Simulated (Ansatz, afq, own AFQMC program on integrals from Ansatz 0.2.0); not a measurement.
# AlGaCl+ (triplet): quantum Monte Carlo beside coupled cluster, cc-pVDZ

How near does AFQMC come to the top of the ladder for AlGaCl+ (triplet)?

The runs use Ansatz 0.2.0, Gaussian basis, and an in-house AFQMC program (afq) on its integrals; all values are calculated; cc-pVDZ, frozen cores.

Plan: PBE (unrestricted); r2SCAN (unrestricted); PBE0 (unrestricted); B3LYP (unrestricted); wB97M-V (unrestricted); B2PLYP (unrestricted); CCSD(T) on UHF; CCSDT(Q) on UHF; Phaseless AFQMC, CISD trial on UHF; Phaseless AFQMC, single-determinant trial on UHF.

1 further run of the same task is left out (it didn't finish).

**1. What is computed**

The geometry is a PBE0/def2-TZVP stationary point (not a proven minimum) of the parent state, kept for this charge and spin. No spin-orbit coupling is included. The filled d shell of Ga may be among the frozen orbitals whatever the setting's name suggests; the logs give the count.

3 atoms, charge 1, spin multiplicity 3.

Atoms are counted from 1 here; the program's logs count them from 0.

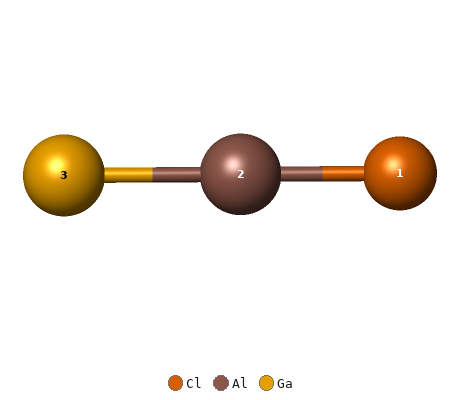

The geometry (chlorine orange, aluminium brown, gallium amber); atoms are numbered from 1 in the order of the file.

**2. PBE (unrestricted)**

in.yaml reads:

```yaml
crystal:
  periodic: [false, false, false]
  atoms:
    - {symbol: Cl, position_ang: [0.000000, 0.000000, -2.166000]}
    - {symbol: Al, position_ang: [0.000000, 0.000000, -0.075200]}
    - {symbol: Ga, position_ang: [0.000000, 0.000000, 2.241200]}
basis:
  gaussian: {orbitals: cc-pVDZ}
total_charge: 1
magnetization: {spin_polarized: true, initial_magnetization: 2}
hamiltonian: {xc: {name: PBE}}
output: {orbitals: {seedname: orbitals}}
```

Launch:

```console
ansatz run in.yaml --threads 1 --pin off --events-out ev --progress --plain --max-ram 1382MiB
```

The log of the run:

```text
Functional definition: PBE
  name "PBE"
  cite "Perdew, Burke & Ernzerhof, Phys. Rev. Lett. 77, 3865 (1996) doi:10.1103/PhysRevLett.77.3865"
  parent pbe
  parameter kappa = 0.804
  parameter beta = 0.06672455060314922
  exchange = pbe_x(kappa = kappa, mu = beta*pi^2/3)
  correlation = pbe_c(beta = beta)
700 factors; integrals over basis functions are off by at most 9.1e-4 eV
mean field evaluation 1: about -71465.2121 eV, gradient 3.0e1 eV
mean field evaluation 2: about -71269.6026 eV, gradient 1.1e2 eV
mean field evaluation 4: about -71471.8908 eV, gradient 7.7e0 eV
mean field evaluation 8: about -71472.4076 eV, gradient 2.2e-1 eV
mean field evaluation 16: about -71472.3720 eV, gradient 1.6e0 eV
mean field evaluation 32: about -71472.4095 eV, gradient 3.8e-2 eV
mean field evaluation 64: about -71468.5691 eV, gradient 2.4e-1 eV
mean field -71472.40788453 eV, -2626.5625440184 hartree, gradient 8.5e-5 eV, S^2 2.003860; 7 other end points of the search recorded, 0 dependent functions left out
reference -71472.40792212 eV, -2626.5625453999 hartree; 31, 29 occupied and 32, 34 virtual orbitals, 700 factors
Total energy: -71472.40792212 eV, -2626.5625453999 hartree
```

It took 9.5 s on 1 thread of Arm Neoverse V2, shared host.

From the report: ⟨S²⟩ of the determinant 2.004 (pure triplet: 2.00).

**3. r2SCAN (unrestricted)**

Changes to in.yaml since step 2:

```diff
@@ -10,3 +10,2 @@
 magnetization: {spin_polarized: true, initial_magnetization: 2}
-hamiltonian: {xc: {name: PBE}}
-output: {orbitals: {seedname: orbitals}}
+hamiltonian: {xc: {name: r2SCAN}}
```

Launched as before.

The log of the run:

```text
Functional definition: r2SCAN
  name "r2SCAN"
  cite "Furness, Kaplan, Ning, Perdew & Sun, J. Phys. Chem. Lett. 11, 8208 (2020) doi:10.1021/acs.jpclett.0c02405"
  cite "Furness, Kaplan, Ning, Perdew & Sun, J. Phys. Chem. Lett. 11, 9248 (2020) doi:10.1021/acs.jpclett.0c03077"
  parent r2scan
  parameter k0 = 0.174
  parameter k1 = 0.065
  parameter a1 = 4.9479
  exchange = r2scan_x(k0 = k0, k1 = k1, a1 = a1)
  correlation = r2scan_c
700 factors; integrals over basis functions are off by at most 9.1e-4 eV
mean field evaluation 1: about -71481.1935 eV, gradient 2.8e1 eV
mean field evaluation 2: about -71307.7565 eV, gradient 1.1e2 eV
mean field evaluation 4: about -71487.0530 eV, gradient 4.3e0 eV
mean field evaluation 8: about -71487.2219 eV, gradient 1.7e-1 eV
mean field evaluation 16: about -71487.2221 eV, gradient 8.6e-6 eV
mean field -71487.22213684 eV, -2627.1069577494 hartree, gradient 8.7e-6 eV, S^2 2.011291; 1 other end points of the search recorded, 0 dependent functions left out
reference -71487.22215125 eV, -2627.1069582790 hartree; 31, 29 occupied and 32, 34 virtual orbitals, 700 factors
Total energy: -71487.22215125 eV, -2627.1069582790 hartree
```

It took 8 s on 1 thread of Arm Neoverse V2, shared host.

From the report: ⟨S²⟩ of the determinant 2.011 (pure triplet: 2.00).

**4. PBE0 (unrestricted)**

Changes to in.yaml since step 3:

```diff
@@ -10,2 +10,3 @@
 magnetization: {spin_polarized: true, initial_magnetization: 2}
-hamiltonian: {xc: {name: r2SCAN}}
+hamiltonian: {xc: {name: PBE0}}
+output: {orbitals: {seedname: orbitals}}
```

Same command.

The log of the run:

```text
Functional definition: PBE0
  name "PBE0"
  cite "Adamo & Barone, J. Chem. Phys. 110, 6158 (1999) doi:10.1063/1.478522"
  cite "Perdew, Burke & Ernzerhof, Phys. Rev. Lett. 77, 3865 (1996) doi:10.1103/PhysRevLett.77.3865"
  parent pbe
  parameter a = 0.25
  parameter kappa = 0.804
  parameter beta = 0.06672455060314922
  exchange = (1 - a)*pbe_x(kappa = kappa, mu = beta*pi^2/3) + a*exact_x
  correlation = pbe_c(beta = beta)
700 factors; integrals over basis functions are off by at most 9.1e-4 eV
mean field evaluation 1: about -71469.3318 eV, gradient 2.6e1 eV
mean field evaluation 2: about -71369.6797 eV, gradient 9.0e1 eV
mean field evaluation 4: about -71475.0052 eV, gradient 2.1e0 eV
mean field evaluation 8: about -71475.0856 eV, gradient 1.5e-1 eV
mean field evaluation 16: about -71475.0859 eV, gradient 2.3e-5 eV
mean field -71475.08585510 eV, -2626.6609576216 hartree, gradient 2.3e-5 eV, S^2 2.006199; 1 other end points of the search recorded, 0 dependent functions left out
reference -71475.08588338 eV, -2626.6609586611 hartree; 31, 29 occupied and 32, 34 virtual orbitals, 700 factors
Total energy: -71475.08588338 eV, -2626.6609586611 hartree
```

Wall time 4.8 s (1 thread of Arm Neoverse V2, shared host).

From the report: ⟨S²⟩ of the determinant 2.006 (pure triplet: 2.00).

**5. B3LYP (unrestricted)**

Changes to in.yaml since step 4:

```diff
@@ -10,3 +10,2 @@
 magnetization: {spin_polarized: true, initial_magnetization: 2}
-hamiltonian: {xc: {name: PBE0}}
-output: {orbitals: {seedname: orbitals}}
+hamiltonian: {xc: {name: B3LYP}}
```

Launched as before.

The log of the run (excerpt; [...] marks lines left out):

```text
Functional definition: B3LYP
  name "B3LYP"
  cite "Stephens, Devlin, Chabalowski & Frisch, J. Phys. Chem. 98, 11623 (1994) doi:10.1021/j100096a001"
  cite "Becke, Phys. Rev. A 38, 3098 (1988) doi:10.1103/PhysRevA.38.3098"
  cite "Lee, Yang & Parr, Phys. Rev. B 37, 785 (1988) doi:10.1103/PhysRevB.37.785"
  cite "Vosko, Wilk & Nusair, Can. J. Phys. 58, 1200 (1980) doi:10.1139/p80-159"
[...]
700 factors; integrals over basis functions are off by at most 9.1e-4 eV
[...]
mean field -71491.32800929 eV, -2627.2578457787 hartree, gradient 5.2e-5 eV, S^2 2.004044; 1 other end points of the search recorded, 0 dependent functions left out
reference -71491.32822155 eV, -2627.2578535792 hartree; 31, 29 occupied and 32, 34 virtual orbitals, 700 factors
Total energy: -71491.32822155 eV, -2627.2578535792 hartree
```

Wall time 4 s (1 thread of Arm Neoverse V2, shared host).

From the report: ⟨S²⟩ of the determinant 2.004 (pure triplet: 2.00).

**6. wB97M-V (unrestricted)**

Changes to in.yaml since step 5:

```diff
@@ -10,2 +10,3 @@
 magnetization: {spin_polarized: true, initial_magnetization: 2}
-hamiltonian: {xc: {name: B3LYP}}
+hamiltonian: {xc: {name: wB97M-V}}
+output: {orbitals: {seedname: orbitals}}
```

Same command.

The log of the run (excerpt; [...] marks lines left out):

```text
Functional definition: wB97M-V
  name "wB97M-V"
  cite "Mardirossian & Head-Gordon, J. Chem. Phys. 144, 214110 (2016) doi:10.1063/1.4952647"
  cite "Becke, J. Chem. Phys. 107, 8554 (1997) doi:10.1063/1.475007"
  cite "Vydrov & Van Voorhis, J. Chem. Phys. 133, 244103 (2010) doi:10.1063/1.3521275"
  # Of w^i u^j: cxij and so on, Table III.
[...]
  gx(w, u) = 1 - cx + cx01*u + cx10*w
  gss(w, u) = css00 + css04*u^4 + css10*w + css20*w^2 + css43*w^4*u^3
  gos(w, u) = cos00 + cos10*w + (cos20 + cos21*u)*w^2 + (cos60 + cos61*u)*w^6
[...]
      + integral(e_c_pw_mod_opposite_spin*gos(b97_w_opposite, b97_u_opposite)) + vv10(b, c)
700 factors; integrals over basis functions are off by at most 9.1e-4 eV
186 factors; integrals over basis functions are off by at most 2.3e-5 eV
[...]
mean field -71485.32768077 eV, -2627.0373377728 hartree, gradient 3.9e-5 eV, S^2 2.005467; 0 other end points of the search recorded, 0 dependent functions left out
reference -71485.32771827 eV, -2627.0373391512 hartree; 31, 29 occupied and 32, 34 virtual orbitals, 700 factors
Total energy: -71485.32771827 eV, -2627.0373391512 hartree
```

It took 16 s on 1 thread of Arm Neoverse V2, shared host; peak memory 0.3 GiB.

From the report: ⟨S²⟩ of the determinant 2.005 (pure triplet: 2.00).

**7. B2PLYP (unrestricted)**

Changes to in.yaml since step 6:

```diff
@@ -10,3 +10,3 @@
 magnetization: {spin_polarized: true, initial_magnetization: 2}
-hamiltonian: {xc: {name: wB97M-V}}
-output: {orbitals: {seedname: orbitals}}
+hamiltonian: {xc: {name: B2PLYP}}
+correlation: {electrons: outside_noble_gas}
```

Same command.

The log of the run (excerpt; [...] marks lines left out):

```text
Functional definition: B2PLYP
  name "B2PLYP"
  cite "Grimme, J. Chem. Phys. 124, 034108 (2006) doi:10.1063/1.2148954"
  cite "Becke, Phys. Rev. A 38, 3098 (1988) doi:10.1103/PhysRevA.38.3098"
  cite "Lee, Yang & Parr, Phys. Rev. B 37, 785 (1988) doi:10.1103/PhysRevB.37.785"
[...]
700 factors; integrals over basis functions are off by at most 9.1e-4 eV
[...]
mean field -71468.86065053 eV, -2626.4321855734 hartree, gradient 1.7e-6 eV, S^2 2.009378; 2 other end points of the search recorded, 0 dependent functions left out
24 core orbitals not correlated: weight in the atoms' cores, before any rotation towards them, 0.999 or more for the frozen orbitals, at most 0.001 for the correlated occupied ones
reference -71468.86078454 eV, -2626.4321904981 hartree; 7, 5 occupied and 32, 34 virtual orbitals, 700 factors
second order -6.70955172 eV of doubles, -0.00000000 eV of singles
Total energy: -71470.67236350 eV, -2626.4987647971 hartree
```

It took 6.5 s on 1 thread of Arm Neoverse V2, shared host.

From the report: ⟨S²⟩ of the determinant 2.009 (pure triplet: 2.00).

**8. CCSD(T) on UHF**

Changes to in.yaml since step 7:

```diff
@@ -10,3 +10,2 @@
 magnetization: {spin_polarized: true, initial_magnetization: 2}
-hamiltonian: {xc: {name: B2PLYP}}
-correlation: {electrons: outside_noble_gas}
+correlation: {method: ccsd_t, electrons: outside_noble_gas, hamiltonian_folder: ham}
```

Launched as before.

The log of the run (excerpt; [...] marks lines left out):

```text
Functional definition: HF
  name "HF"
  cite "Fock, Z. Phys. 61, 126 (1930) doi:10.1007/BF01340294"
  parent pbe
[...]
700 factors; integrals over basis functions are off by at most 9.1e-4 eV
[...]
mean field -71413.89814086 eV, -2624.4123505980 hartree, gradient 3.2e-6 eV, S^2 2.019088; 4 other end points of the search recorded, 0 dependent functions left out
determinant -71413.89814086 eV, -2624.4123505980 hartree, with singles and doubles -71419.92373230 eV, -2624.6337869990 hartree
determinant -71411.38481806 eV, -2624.3199876886 hartree, with singles and doubles -71417.66319868 eV, -2624.5507139206 hartree
determinant -71410.87552166 eV, -2624.3012713912 hartree, with singles and doubles -71417.00336298 eV, -2624.5264654060 hartree
24 core orbitals not correlated: weight in the atoms' cores, before any rotation towards them, 1.000 or more for the frozen orbitals, at most 0.000 for the correlated occupied ones
reference -71413.89814086 eV, -2624.4123505980 hartree; 7, 5 occupied and 32, 34 virtual orbitals, 700 factors
second order -5.27461229 eV of doubles, -0.00000000 eV of singles
cycle   1  -6.02608361 eV  change   -4.9e-4 eV  update   1.3e-3
[...]
cycle   7  -6.02670611 eV  change   -1.2e-5 eV  update   7.0e-6
perturbative correction -0.17722908 eV, -0.0065130485 hartree
Total energy: -71420.10207605 eV, -2624.6403410109 hartree
```

It took 7.5 s on 1 thread of Arm Neoverse V2, shared host.

From the report: ⟨S²⟩ of the determinant 2.019 (pure triplet: 2.00); correlation -6.2039 eV; T1 0.020; largest double amplitude 0.07.

This run also writes the integrals to the folder ham.

**9. CCSDT(Q) on UHF**

Changes to in.yaml since step 8:

```diff
@@ -10,2 +10,2 @@
 magnetization: {spin_polarized: true, initial_magnetization: 2}
-correlation: {method: ccsd_t, electrons: outside_noble_gas, hamiltonian_folder: ham}
+correlation: {method: ccsdt_q, electrons: outside_noble_gas}
```

The command is unchanged.

The log of the run (excerpt; [...] marks lines left out):

```text
Functional definition: HF
  name "HF"
  cite "Fock, Z. Phys. 61, 126 (1930) doi:10.1007/BF01340294"
  parent pbe
[...]
1194 factors; integrals over basis functions are off by at most 2.2e-7 eV
[...]
mean field -71413.89821308 eV, -2624.4123532518 hartree, gradient 2.3e-6 eV, S^2 2.019088; 4 other end points of the search recorded, 0 dependent functions left out
determinant -71413.89821308 eV, -2624.4123532518 hartree, with singles and doubles -71419.92381005 eV, -2624.6337898562 hartree
determinant -71411.38489818 eV, -2624.3199906330 hartree, with singles and doubles -71417.66328482 eV, -2624.5507170862 hartree
determinant -71410.87559090 eV, -2624.3012739355 hartree, with singles and doubles -71417.00344170 eV, -2624.5264682987 hartree
24 core orbitals not correlated: weight in the atoms' cores, before any rotation towards them, 1.000 or more for the frozen orbitals, at most 0.000 for the correlated occupied ones
reference -71413.89821308 eV, -2624.4123532518 hartree; 7, 5 occupied and 32, 34 virtual orbitals, 1194 factors
second order -5.27462302 eV of doubles, -0.00000000 eV of singles
cycle   1  -5.77317585 eV  change   -5.0e-1 eV  update   8.6e-2
[...]
cycle  18  -6.23476997 eV  change   -7.1e-7 eV  update   1.1e-6
perturbative correction -0.01539315 eV, -0.0005656879 hartree
Total energy: -71420.14837620 eV, -2624.6420425100 hartree
```

Wall time 32 s (1 thread of Arm Neoverse V2, shared host); peak memory 0.46 GiB.

From the report: ⟨S²⟩ of the determinant 2.019 (pure triplet: 2.00); correlation -6.2502 eV; T1 0.022; largest double amplitude 0.08.

**10. Phaseless AFQMC, CISD trial on UHF**

It reads the integrals that the CCSD(T) run on this determinant wrote.

Launch:

```console
afq ham --method phaseless --trial cisd --walkers 60 --populations 1 --least-time 40 --time-step 0.005 --steps-per-block 50 --equilibration-blocks 28 --max-blocks 300 --target-error 0.00042 --factor-cut 1e-05 --start spin_pure --seed 1827 --release-times 0.24,0.51,0.99,1.62,2.4 --release-step 0.03 --release-every 4 --taylor-order 6
```

The log of the run:

```text
orbitals 39  electrons 7 5  factors 295 of 700
reference energy -2624.41235060 Eh
CCSD correlation -0.22147713 Eh in 12 cycles, weight of the determinant in the CISD state 0.8697
energy of the start -2624.633228 Eh
 block  time / (1/Eh)  mean weight  energy / Eh
     1     0.250  1.0014  -2624.629800
     2     0.500  0.9998  -2624.630910
     3     0.750  0.9986  -2624.634312
     4     1.000  1.0003  -2624.631273
     5     1.250  0.9993  -2624.634179
     6     1.500  0.9979  -2624.634905
     7     1.750  1.0003  -2624.638823
     8     2.000  0.9988  -2624.635883
     9     2.250  0.9988  -2624.635528
    10     2.500  0.9993  -2624.636118
    15     3.750  1.0013  -2624.642631
    22     5.500  0.9990  -2624.640051
    29     7.250  0.9994  -2624.632396
    36     9.000  1.0008  -2624.644490
    43    10.750  0.9994  -2624.643771
    50    12.500  1.0002  -2624.637396
    57    14.250  1.0024  -2624.651449
    64    16.000  1.0006  -2624.648558
    71    17.750  0.9985  -2624.642596
    78    19.500  0.9999  -2624.641769
    85    21.250  1.0018  -2624.637782
    92    23.000  0.9983  -2624.650758
    99    24.750  1.0010  -2624.641639
   106    26.500  1.0006  -2624.634987
   113    28.250  1.0000  -2624.638905
   120    30.000  1.0017  -2624.642661
   127    31.750  0.9987  -2624.643942
   134    33.500  0.9997  -2624.644595
   141    35.250  0.9997  -2624.641793
   148    37.000  0.9977  -2624.641636
   155    38.750  0.9988  -2624.637124
   162    40.500  0.9976  -2624.643996
   169    42.250  0.9980  -2624.636434
   176    44.000  1.0006  -2624.641109
   183    45.750  1.0024  -2624.641383
   190    47.500  0.9997  -2624.643424
   197    49.250  0.9993  -2624.636502
   204    51.000  1.0013  -2624.639322
   211    52.750  0.9971  -2624.644893
   218    54.500  0.9989  -2624.645513
   225    56.250  1.0003  -2624.643563
   232    58.000  0.9995  -2624.637979
   239    59.750  0.9999  -2624.635275
   246    61.500  1.0000  -2624.644709
   253    63.250  1.0004  -2624.645435
   260    65.000  1.0017  -2624.640915
   267    66.750  1.0003  -2624.641754
   274    68.500  1.0007  -2624.644973
   281    70.250  1.0000  -2624.642990
   288    72.000  1.0006  -2624.641496
   295    73.750  0.9993  -2624.648159
blocks merged  error / Eh  count
     1  0.000249  270
     2  0.000315  135
     4  0.000367  67
     8  0.000410  33
    16  0.000395  16
    32  0.000330  8
released: time / (1/Eh)  energy / Eh  error  mean overlap
  0.24  -2624.641622  0.000438  0.9926
  0.51  -2624.641724  0.000390  0.9928
  0.99  -2624.641673  0.000393  0.9851
  1.62  -2624.642195  0.000450  0.9653
  2.40  -2624.642522  0.000718  0.9505
energy -2624.641771 +/- 0.000410 Eh
```

It took 7.1 min on 1 thread of Arm Neoverse V2, shared host.

Energy -71420.1410 ± 0.0112 eV. Caveats: constraint bias not in the error.

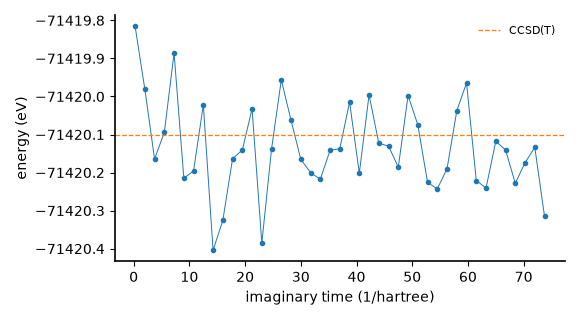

Block energies along the walk.

**11. Phaseless AFQMC, single-determinant trial on UHF**

It reads the integrals that the CCSD(T) run on this determinant wrote.

Launch:

```console
afq ham --method phaseless --trial hf --walkers 120 --populations 1 --least-time 40 --time-step 0.005 --steps-per-block 20 --equilibration-blocks 112 --max-blocks 600 --target-error 0.00126 --factor-cut 1e-05 --start spin_pure --seed 7808 --taylor-order 6
```

The log of the run:

```text
orbitals 39  electrons 7 5  factors 295 of 700
reference energy -2624.41235060 Eh
CCSD correlation -0.22147713 Eh in 12 cycles, weight of the determinant in the CISD state 0.8697
energy of the start -2624.412574 Eh
 block  time / (1/Eh)  mean weight  energy / Eh
     1     0.100  0.9997  -2624.450006
     2     0.200  1.0019  -2624.485756
     3     0.300  1.0023  -2624.522387
     4     0.400  0.9998  -2624.533242
     5     0.500  1.0030  -2624.537813
     6     0.600  1.0011  -2624.557480
     7     0.700  1.0008  -2624.586041
     8     0.800  1.0009  -2624.592516
     9     0.900  1.0015  -2624.592774
    10     1.000  0.9998  -2624.604944
    18     1.800  0.9998  -2624.616043
    35     3.500  0.9982  -2624.631704
    52     5.200  1.0008  -2624.627741
    69     6.900  0.9987  -2624.624163
    86     8.600  0.9994  -2624.647751
   103    10.300  0.9993  -2624.635883
   120    12.000  0.9998  -2624.616694
   137    13.700  0.9986  -2624.626295
   154    15.400  0.9996  -2624.655917
   171    17.100  0.9990  -2624.647622
   188    18.800  1.0004  -2624.668048
   205    20.500  0.9995  -2624.615277
   222    22.200  1.0002  -2624.664349
   239    23.900  1.0014  -2624.639800
   256    25.600  0.9992  -2624.637270
   273    27.300  1.0013  -2624.636714
   290    29.000  1.0008  -2624.641304
   307    30.700  1.0003  -2624.645810
   324    32.400  0.9993  -2624.628502
   341    34.100  0.9977  -2624.621398
   358    35.800  0.9990  -2624.625885
   375    37.500  0.9983  -2624.612662
   392    39.200  0.9993  -2624.642484
   409    40.900  0.9999  -2624.645953
   426    42.600  1.0000  -2624.635677
   443    44.300  0.9991  -2624.668881
   460    46.000  0.9998  -2624.678883
   477    47.700  0.9999  -2624.638926
   494    49.400  1.0005  -2624.664976
   511    51.100  1.0001  -2624.639184
   528    52.800  0.9997  -2624.612598
   545    54.500  1.0001  -2624.621485
   562    56.200  1.0001  -2624.627610
   579    57.900  0.9992  -2624.640163
   596    59.600  1.0008  -2624.638184
   613    61.300  0.9998  -2624.639737
   630    63.000  1.0013  -2624.665056
   647    64.700  1.0015  -2624.647815
   664    66.400  1.0009  -2624.653034
   681    68.100  0.9986  -2624.671072
   698    69.800  1.0015  -2624.662709
blocks merged  error / Eh  count
     1  0.000645  600
     2  0.000860  300
     4  0.001138  150
     8  0.001445  75
    16  0.001705  37
    32  0.001969  18
    64  0.002542  9
energy -2624.640314 +/- 0.001969 Eh
```

Wall time 4.6 min (1 thread of Arm Neoverse V2, shared host).

Energy -71420.1013 ± 0.0536 eV. Caveats: constraint bias not in the error; error above the target. The error still grows with block length (0.0464 to 0.0692 eV), so the bar may be too small.

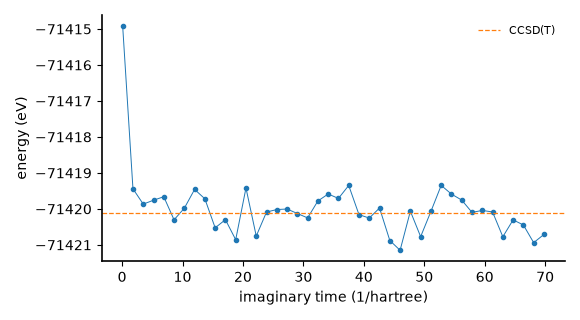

Block energies along the walk.

**12. AFQMC on the ladder**

On the UHF determinant, counted from CCSDT(Q) (a yardstick, not exact):

| level | energy (eV) | from CCSDT(Q) (meV) | statistical error (meV) | time |
| --- | --- | --- | --- | --- |
| HF | -71413.8981 | +6250.2 |  |  |
| MP2 | -71419.1728 | +975.6 |  |  |
| CCSD | -71419.9248 | +223.5 |  |  |
| CCSD(T) | -71420.1021 | +46.3 |  |  |
| CCSDT(Q) | -71420.1484 | 0.0 |  |  |
| Phaseless AFQMC, CISD trial, step 0.005, 60 walkers | -71420.1410 | +7.4 | 11.2 | 7.1 min |
| Phaseless AFQMC, single-determinant trial, step 0.005, 120 walkers | -71420.1013 | +47.0 | 53.6 | 4.6 min |

The functionals' totals stand on their own zeros and serve differences with other points: PBE -71472.408 eV; r2SCAN -71487.222 eV; PBE0 -71475.086 eV; B3LYP -71491.328 eV; wB97M-V -71485.328 eV; B2PLYP -71470.672 eV.

**13. Outcome**

| quantity | value |
| --- | --- |
| CCSD(T) on UHF from CCSDT(Q) | +46.3 meV |
| Phaseless AFQMC, CISD trial on UHF from CCSDT(Q) | +7.4 ± 11.2 meV |
| Phaseless AFQMC, single-determinant trial on UHF from CCSDT(Q) | +47.0 ± 53.6 meV |

In words: On UHF the phaseless walk with the CISD trial lies +7.4 meV from CCSDT(Q), within three error bars. Error bars are statistical and leave out the constraint, the time step and what remains of the start.
